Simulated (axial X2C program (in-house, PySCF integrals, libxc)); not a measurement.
# GaS: properties at the nuclei

Wanted for GaS: properties at the nuclei, at the two-component level.

Method: two-component X2C with atomic mean-field terms, Ga dyall-acv3z, S dyall-av3z; program: an in-house X2C program for linear molecules on PySCF integrals.

All values are calculated.

**1. Set-up**

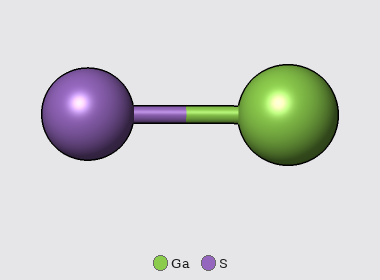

The two atoms at 2.110 Å (gallium green, sulfur purple).

Contents of task.json:

```json
{
 "zs": [
  31,
  16
 ],
 "q": 0,
 "bas": [
  "dyall-acv3z",
  "dyall-av3z"
 ],
 "r0": 2.11,
 "levels": [
  "PBE0",
  "HF",
  "B3LYP"
 ],
 "nst": 1,
 "ff": 1,
 "thr": -3.5,
 "nmax": 130,
 "opt": {
  "ecut": 60
 }
}
```

Keys: zs atomic numbers; q charge; bas basis sets; r0 starting distance in Å; levels methods (HF also brings MP2); nst determinants followed; ff finite-field run; thr threshold in hartree for freezing inner shells (an s shell follows its p shell); nmax most natural virtual spinors; ecut virtual cutoff in hartree.

Command:

```console
$ python soeom.py task.json out
```

Nuclei are Gaussian, cores are contracted, and the Gaunt term is on.

**2. Expectation values, lowest determinant**

R = 2.074 Å. State: Ω = 1/2 (excess of +ω over −ω: ω = 1/2).

Output of the PBE0 run:

```text
two-component X2C + atomic mean field  PBE0
basis functions 186  fitting functions 1020  grid points 5078
iter        total energy     max residual
   1      -2338.886988277     2.83e+00
   2      -2342.137605760     3.73e-02
   3      -2342.064670275     5.74e-02
   4      -2342.176378624     1.05e-02
   5      -2342.179768486     5.12e-03
   6      -2342.181065641     1.24e-03
   7      -2342.181095761     2.27e-04
   8      -2342.181097269     3.80e-05
   9      -2342.181097418     1.63e-05
  10      -2342.181097456     8.66e-06
  11      -2342.181097465     3.64e-06
  12      -2342.181097466     7.64e-07
converged
one-electron -3510.72655321  Coulomb 1144.20802949  exact exchange -24.88401744  xc functional -76.62720011  nuclear repulsion 126.55346992  atomic mean-field constant -0.70482612
```

The highest occupied spinor is 75% S p, 14% Ga p, 6% Ga d.

```
level  Eeff magnitude (GV/cm)  Ws magnitude Ga (kHz)  A∥/gI Ga (MHz)  qzz Ga (a.u.)  A∥/gI S (MHz)  qzz S (a.u.)  μ (D)
 PBE0                    2.73                   2.36            1250          -1.66            134          2.21  -3.41
   HF                    3.46                   2.98             781          -2.26           53.6          2.30  -4.13
B3LYP                    2.57                   2.23            1210          -1.54            168          2.31  -3.25
```

Eeff is the effective electric field on the electron dipole moment in this Ω state and Ws the scalar–pseudoscalar constant (defined with the proton number Z and per Ω); A∥ is the parallel hyperfine constant, which follows by multiplying with the nuclear g factor gI = μI/(I μN); qzz is the electric field gradient, eQq0 = 234.96 MHz × Q/barn × qzz; μ is positive if S is the positive end. The operators were transformed with the bare-nucleus X2C matrices.

**3. Finite-field coupled cluster**

Output:

```text
two-component X2C + atomic mean field  HF
basis functions 186  fitting functions 1020  grid points 5078
iter        total energy     max residual
   1      -2340.205949663     1.24e-01
   2      -2340.234775325     1.00e-02
   3      -2340.236005387     7.12e-03
   4      -2340.236557653     1.61e-03
   5      -2340.236664846     6.75e-04
   6      -2340.236690039     2.07e-04
   7      -2340.236694241     1.13e-04
   8      -2340.236696936     1.07e-04
   9      -2340.236699603     9.77e-05
  10      -2340.236701838     8.55e-05
  11      -2340.236702975     7.67e-05
  12      -2340.236704604     6.22e-05
  13      -2340.236706687     3.70e-05
  14      -2340.236707759     1.25e-05
  15      -2340.236707907     6.94e-06
  16      -2340.236707934     5.15e-06
  17      -2340.236707944     2.66e-06
  18      -2340.236707946     1.10e-06
converged
one-electron -3511.03188374  Coulomb 1144.64317149  exact exchange -99.69663949  xc functional 0.00000000  nuclear repulsion 126.55346992  atomic mean-field constant -0.70482612
correlated 19  virtual 299  natural virtual 130  E(MP2) -0.715917524  MP2 remainder -0.043535709
iter   CCSD correlation   residual
   1     -0.628416521   1.57e-01
   2     -0.646162051   6.82e-02
   3     -0.650341725   2.72e-02
   4     -0.649773791   9.44e-03
   5     -0.650024130   3.88e-03
   6     -0.650046256   1.67e-03
   7     -0.650032355   1.06e-03
   8     -0.650043253   7.69e-04
   9     -0.650033123   6.11e-04
  10     -0.650042051   4.52e-04
  11     -0.650037539   3.09e-04
  12     -0.650038863   1.71e-04
  13     -0.650039221   9.23e-05
  14     -0.650038929   4.12e-05
  15     -0.650039486   1.46e-05
  16     -0.650039424   5.90e-06
  17     -0.650039476   2.94e-06
  18     -0.650039484   1.89e-06
(T) -0.024989671  T1 0.0286  D1 0.0587  max T2 0.066
```

T1 in the output is the amplitude norm over the root of the electron number; divide by √2 for the Lee–Taylor value.

19 electrons correlated in 130 natural virtual spinors, MP2 remainder added; T1 = 0.020.

```
  level  Eeff magnitude (GV/cm)  Ws magnitude Ga (kHz)  A∥/gI Ga (MHz)  qzz Ga (a.u.)  A∥/gI S (MHz)  μ (D)
     HF                    3.46                   2.98             782          -2.26           53.5  -4.13
    MP2                    2.77                   2.38            1710          -1.86            225  -3.53
   CCSD                    2.81                   2.44            1210          -1.80            164  -3.38
CCSD(T)                    2.71                   2.35            1400          -1.70            197  -3.23
```

**4. Outcome**

```
                       quantity                                    value
             lowest determinant  Ω = 1/2 (excess of +ω over −ω: ω = 1/2)
   Eeff magnitude (GV/cm), PBE0                                     2.73
    Ws magnitude Ga (kHz), PBE0                                     2.36
           A∥/gI Ga (MHz), PBE0                                     1250
            qzz Ga (a.u.), PBE0                                    -1.66
Eeff magnitude (GV/cm), CCSD(T)                                     2.71
 Ws magnitude Ga (kHz), CCSD(T)                                     2.35
        A∥/gI Ga (MHz), CCSD(T)                                     1400
         qzz Ga (a.u.), CCSD(T)                                    -1.70
```

In words: In the first state, the effective field runs from 2.57 to 3.46 GV/cm over the mean-field levels. The expectation values come from single determinants, which for open shells can mix terms of unlike spin or miss the lowest Ω, so a determinant need not be a state. Eeff is the effective electric field on the electron dipole moment in this Ω state and Ws the scalar–pseudoscalar constant (defined with the proton number Z and per Ω); A∥ is the parallel hyperfine constant, which follows by multiplying with the nuclear g factor gI = μI/(I μN); qzz is the electric field gradient, eQq0 = 234.96 MHz × Q/barn × qzz; μ is positive if S is the positive end. The operators were transformed with the bare-nucleus X2C matrices. Correlation of the inner shells is missing, which matters for properties at the nucleus.
